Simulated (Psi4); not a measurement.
# Si2H6O (disiloxane): PBE/cc-pVDZ

What is the vertical singlet–triplet gap of Si2H6O (disiloxane) at PBE/cc-pVDZ? 

Program for the calculation: Psi4 1.11.

12 further runs of the same task are left out: 10 that didn't finish, 2 set aside as unsound or not needed.

### 1 The system as given

Si2H6O has 9 atoms, charge 0, and is taken as a singlet. SMILES: `[SiH3]O[SiH3]`. The shape is that of a PBE0-D4/def2-TZVP optimisation.

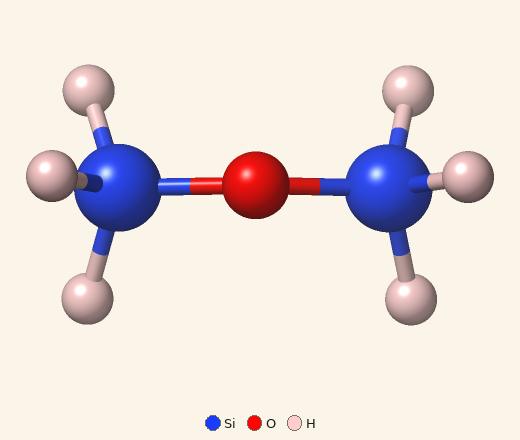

The structure, seen from a chosen angle (silicon blue, oxygen red, hydrogen pink).

### 2 Energy and forces at PBE/cc-pVDZ

h6osi2.json reads:

```json
{
 "schema_name": "qcschema_input",
 "schema_version": 1,
 "molecule": {
  "schema_name": "qcschema_molecule",
  "schema_version": 2,
  "symbols": ["Si", "O", "Si", "H", "H", "H", "H", "H", "H"],
  "geometry": [-1.34225357, 1.9892391, -1.73764097, 0.80417295, 0.17194618, -0.463701, 1.46561489, -1.9630664, 1.66626601, -3.37745081, 0.42817415, -2.88307956, -0.11459299, 3.53836099, -3.72317621, -2.46830357, 3.67128433, 0.21038321, 4.20326113, -2.53814785, 1.5117998, -0.01759335, -4.30026077, 1.18822199, 0.84714532, -0.99752973, 4.23092672],
  "molecular_charge": 0,
  "molecular_multiplicity": 1,
  "fix_symmetry": "c1"
 },
 "driver": "gradient",
 "model": {
  "method": "pbe",
  "basis": "cc-pVDZ"
 },
 "keywords": {
  "puream": true,
  "e_convergence": 1e-09,
  "d_convergence": 1e-08,
  "scf_type": "pk",
  "dft_radial_points": 99,
  "dft_spherical_points": 590,
  "scf_properties": ["MAYER_INDICES", "DIPOLE", "MULLIKEN_CHARGES"]
 }
}
```

Command:

```
$ psi4 --qcschema h6osi2.json -n 1 --memory 2200MB
```

stdout:

```text
[...]
  Running in c1 symmetry.
[...]
  Nuclear repulsion =  159.419028903609188
[...]
  Multiplicity = 1
[...]
  Nalpha       = 21
  Nbeta        = 21
[...]
    Number of basis functions: 80
[...]
   @RKS iter   1:  -657.22650435370826   -2.01123e-01   9.02977e-03 ADIIS/DIIS
[...]
   @RKS iter  11:  -657.45368852701961   -1.81899e-12   1.05692e-09 DIIS
[...]
  @RKS Final Energy:  -657.45368852701961
   => Energetics <=
    Nuclear Repulsion Energy =            159.4190289036091883
    One-Electron Energy =               -1226.6411615029355744
    Two-Electron Energy =                 462.0782600839481802
    DFT Exchange-Correlation Energy =     -52.3098160116414164
    Empirical Dispersion Energy =           0.0000000000000000
    VV10 Nonlocal Energy =                  0.0000000000000000
    Total Energy =                       -657.4536885270196080
[...]
 Multipole Moments:
 ------------------------------------------------------------------------------------
     Multipole            Electronic (a.u.)      Nuclear  (a.u.)        Total (a.u.)
 ------------------------------------------------------------------------------------
 L = 1.  Multiply by 2.5417464519 to convert [e a0] to [Debye]
 Dipole X            :          0.9425459           -1.0486308           -0.1060849
 Dipole Y            :          0.2015357           -0.2239048           -0.0223691
 Dipole Z            :         -0.5435256            0.6050292            0.0615036
 Magnitude           :                                                    0.1246478
[...]
  Mulliken Charges: (a.u.)
   Center  Symbol    Alpha    Beta     Spin     Total
       1    SI     6.81834  6.81834  0.00000  0.36333
       2     O     4.19762  4.19762  0.00000 -0.39523
       3    SI     6.81834  6.81834  0.00000  0.36333
       4     H     0.52913  0.52913  0.00000 -0.05826
       5     H     0.52445  0.52445  0.00000 -0.04889
       6     H     0.52928  0.52928  0.00000 -0.05855
       7     H     0.52445  0.52445  0.00000 -0.04889
       8     H     0.52913  0.52913  0.00000 -0.05826
       9     H     0.52928  0.52928  0.00000 -0.05856
   Total alpha = 21.00000, Total beta = 21.00000, Total charge = -0.00000
[...]
  -Total Gradient:
     Atom            X                  Y                   Z
    ------   -----------------  -----------------  -----------------
       1        0.019571122296    -0.015883466551     0.010886106154
       2       -0.018411730338    -0.003961699364     0.010595296183
       3       -0.005199788096     0.018981563134    -0.019151872949
       4        0.006430844609     0.004387903213     0.003763035090
       5       -0.003718082765    -0.004663560562     0.005989143468
       6        0.003681810242    -0.005454109974    -0.005614584487
       7       -0.008259905407     0.001726734898     0.000481530992
       8        0.004264845401     0.007437108928     0.001142170658
       9        0.001637920887    -0.002571258397    -0.008089289013
[...]
```

Run time: 1.8 min. Hardware: 1 thread of Intel Xeon at 2.50GHz (Skylake/Cascade Lake), shared host; peak memory 1.4 GiB.

### 3 The triplet, same level

job.py reads:

```python
import psi4

psi4.set_memory(2200000000)
psi4.set_num_threads(1)
psi4.core.set_output_file('run.log', False)

geom = psi4.geometry("""
0 3
Si
O 1 1.633832
Si 2 1.633825 1 147.20398
H 1 1.486506 2 110.17129 3 -62.13544
H 1 1.482573 4 109.61905 2 119.02728
H 1 1.486608 5 109.63374 4 -119.57661
H 3 1.482573 2 108.25491 1 -177.9811
H 3 1.486499 7 109.61973 2 120.20271
H 3 1.486625 7 109.63335 8 119.57622
symmetry c1
no_reorient
no_com
""")

psi4.set_options({
    'basis': 'cc-pVDZ',
    'reference': 'uks',
    'puream': True,
    'e_convergence': 1e-09,
    'd_convergence': 1e-08,
    'scf_type': 'pk',
    'dft_radial_points': 99,
    'dft_spherical_points': 590,
    'maxiter': 100,
})

e, wfn = psi4.gradient("pbe", return_wfn=True)
psi4.oeprop(wfn, "QUADRUPOLE", "MULLIKEN_CHARGES", "LOWDIN_CHARGES", title="PBE")
print('gradient / Eh bohr^-1')
print(e.np.round(6))
print(f'energy = {wfn.energy():.10f} Eh')
for k, v in sorted(psi4.core.scalar_variables().items()):
    print(f'{k:45s} {v:18.10f}')
```

Command:

```
$ python job.py
```

run.log:

```text
[...]
  Running in c1 symmetry.
[...]
  Nuclear repulsion =  159.419023978073994
[...]
  Multiplicity = 3
[...]
  Nalpha       = 22
  Nbeta        = 20
[...]
    Number of basis functions: 80
[...]
   @UKS iter   1:  -656.98141851565742    4.39626e-02   8.97593e-03 DIIS/ADIIS
[...]
   @UKS iter  19:  -657.22342992111669   -6.70752e-12   3.45120e-09 DIIS
[...]
   @S^2 Observed:                2.002661688E+00
[...]
  @UKS Final Energy:  -657.22342992111669
   => Energetics <=
    Nuclear Repulsion Energy =            159.4190239780739944
    One-Electron Energy =               -1225.7753915971893548
    Two-Electron Energy =                 461.3393509351200237
    DFT Exchange-Correlation Energy =     -52.2064132371212750
    Empirical Dispersion Energy =           0.0000000000000000
    VV10 Nonlocal Energy =                  0.0000000000000000
    Total Energy =                       -657.2234299211166899
[...]
  -Total Gradient:
     Atom            X                  Y                   Z
    ------   -----------------  -----------------  -----------------
       1        0.002733927201    -0.017950113014     0.071014177495
       2       -0.001380448202    -0.038023622108    -0.011186684797
       3        0.002766157410     0.023382593989    -0.069417951806
       4       -0.009738331582     0.010518218550     0.002819096364
       5       -0.000369339060    -0.005556295617    -0.000857189997
       6        0.008061887205     0.011332732171     0.002837015225
       7       -0.000373058652    -0.005135642619    -0.002289744012
       8       -0.009749076900     0.010364353709     0.003323262684
       9        0.008048440422     0.011063415998     0.003756737966
[...]
 Multipole Moments:
 ------------------------------------------------------------------------------------
     Multipole            Electronic (a.u.)      Nuclear  (a.u.)        Total (a.u.)
 ------------------------------------------------------------------------------------
 L = 1.  Multiply by 2.5417464519 to convert [e a0] to [Debye]
 Dipole X            :          0.0398256           -0.0006824            0.0391432
 Dipole Y            :          0.8232340           -1.1811058           -0.3578718
 Dipole Z            :          0.2422872           -0.3475759           -0.1052887
 Magnitude           :                                                    0.3750868
 L = 2.  Multiply by 1.3450342976 to convert [e a0^2] to [Debye ang]
 Quadrupole XX       :        -46.4990550           20.9138022          -25.5852528
 Quadrupole XY       :         -0.0386542           -0.0051866           -0.0438408
[...]
```

Standard output:

```text
gradient / Eh bohr^-1
[[ 0.002734 -0.01795   0.071014]
 [-0.00138  -0.038024 -0.011187]
 [ 0.002766  0.023383 -0.069418]
 [-0.009738  0.010518  0.002819]
 [-0.000369 -0.005556 -0.000857]
 [ 0.008062  0.011333  0.002837]
 [-0.000373 -0.005136 -0.00229 ]
 [-0.009749  0.010364  0.003323]
 [ 0.008048  0.011063  0.003757]]
energy = -657.2234299211 Eh
CURRENT ENERGY                                   -657.2234299211
CURRENT REFERENCE ENERGY                         -657.2234299211
DD SOLVATION ENERGY                                 0.0000000000
DFT FUNCTIONAL TOTAL ENERGY                      -657.2234299211
DFT TOTAL ENERGY                                 -657.2234299211
DFT VV10 ENERGY                                     0.0000000000
DFT XC ENERGY                                     -52.2064132371
GRID ELECTRONS ALPHA                               22.0000001862
GRID ELECTRONS BETA                                19.9999999784
GRID ELECTRONS TOTAL                               42.0000001646
NUCLEAR REPULSION ENERGY                          159.4190239781
ONE-ELECTRON ENERGY                             -1225.7753915972
PCM POLARIZATION ENERGY                             0.0000000000
PE ENERGY                                           0.0000000000
SCF ITERATION ENERGY                             -657.2234299211
SCF ITERATIONS                                     19.0000000000
SCF TOTAL ENERGY                                 -657.2234299211
TWO-ELECTRON ENERGY                               461.3393509351
XC GRID RADIAL POINTS                              99.0000000000
XC GRID SPHERICAL POINTS                          590.0000000000
XC GRID TOTAL POINTS                           498534.0000000000
```

It took 2.5 min on 1 thread of Intel Xeon at 2.50GHz (Skylake/Cascade Lake), shared host; peak memory 1.4 GiB.

### 4 Summary of results

Level: PBE/cc-pVDZ.

```
                                        quantity          value
                           singlet: total energy  -657.45369 Eh
                          singlet: dipole moment         0.32 D
                            singlet: HOMO energy       -7.10 eV
                            singlet: LUMO energy       -0.68 eV
                          singlet: HOMO–LUMO gap        6.42 eV
               singlet: largest force on an atom     1.412 eV/Å
                           triplet: total energy  -657.22343 Eh
                          triplet: dipole moment         0.95 D
     triplet: HOMO energy (highest over α and β)       -1.43 eV
                                   triplet: ⟨S²⟩          2.003
               triplet: largest force on an atom     3.769 eV/Å
vertical energy of the triplet above the singlet       6.266 eV
```

**Reading.** At this shape the triplet lies 6.27 eV (605 kJ/mol) above the singlet. The largest force (singlet) is 1.41 eV/Å: the shape isn't a stationary point for this species at this level. Mulliken charges (triplet) run from -0.16 on O2 to +0.04 on Si1; they depend strongly on the basis.
